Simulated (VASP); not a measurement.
Energy against volume of Ag (fcc). Method: r2SCAN+rVV10, VASP's PBE PAW potentials (set 64) (plane waves; VASP).

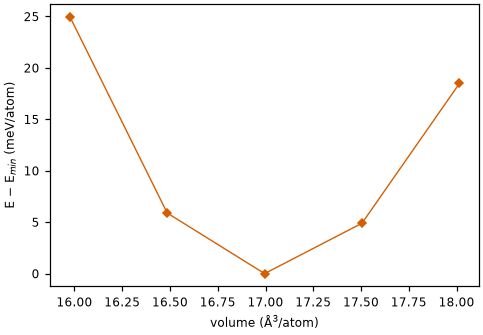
Figure. Energy against volume

Q: Estimate the equilibrium volume and the bulk modulus.

A: The minimum lies near 17.0 Å³/atom, and the curvature gives B0 of about 110 GPa.

Measured: bulk modulus 110 GPa at 0 K (computed value off by +1.8 %), as given by H. Levämäki et al., Physical Review B (2014), arXiv:1402.3671 [corrected for temperature and zero-point phonon effects]; a 4.062 Å at 0 K (computed value off by +0.5 %), as given by Daniel Mejia-Rodriguez et al., Physical Review B (2018), arXiv:1807.09216 [static lattice: zero-point anharmonic expansion removed].

The compound is Ag in the fcc structure. It was relaxed first.
